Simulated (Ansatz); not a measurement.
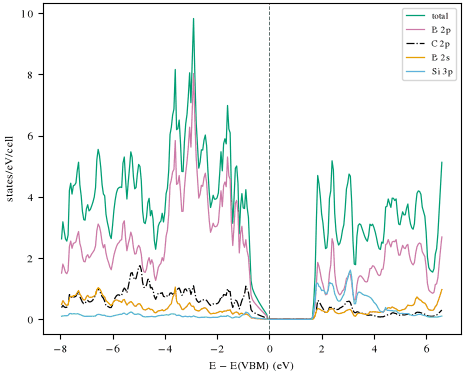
Fig. 1. Total and projected density of states of SiB₁₂C₂ in space group R-3m (No. 166; B on 18h, B on 18h, C on 6c, Si on 3b), PBE in the plane-wave PAW code Ansatz

Which orbitals carry the states next to the gap?

Top 1 eV of the valence band: B 2p 64 %, C 2p 24 %, Si 3p 5 %. Bottom 1 eV of the conduction band: B 2p 40 %, Si 3p 28 %, C 2p 10 %, B 2s 8 %, Si 3s 7 %. Projections are on Löwdin-orthogonalised atomic valence shells; empty p or d shells of many metals are not among them.

Where is the tallest occupied peak in this window, and what makes it?

Near -2.9 eV, about 9.8 states/eV per cell; the largest projected share is B 2p.

The start of the workflow was typed in or built on a structure type; neither database checked (COD, Materials Project) lists it. Whether it is the stable phase at ambient conditions was not checked. The PBE relaxation kept the symmetry of its start; whether a distortion lowers the energy is not shown.

Potentials: the earlier of the program's two PAW sets.
